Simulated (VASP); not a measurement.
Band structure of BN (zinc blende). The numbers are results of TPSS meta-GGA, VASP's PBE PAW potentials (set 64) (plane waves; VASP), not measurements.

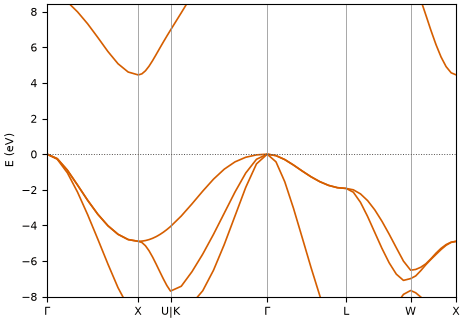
Figure. Bands along high-symmetry lines, zero at the valence-band maximum or, without a gap, the Fermi level

Read the plot: is there a gap, and where are the band edges?

The gap is indirect, 4.45 eV, from the valence maximum at Γ to the conduction minimum at X.

Measured: gap 6.20 eV at 300 K (computed value off by -1.75 eV), as given by arXiv:1206.3780.

The compound is BN in the zinc blende structure. It was relaxed first.
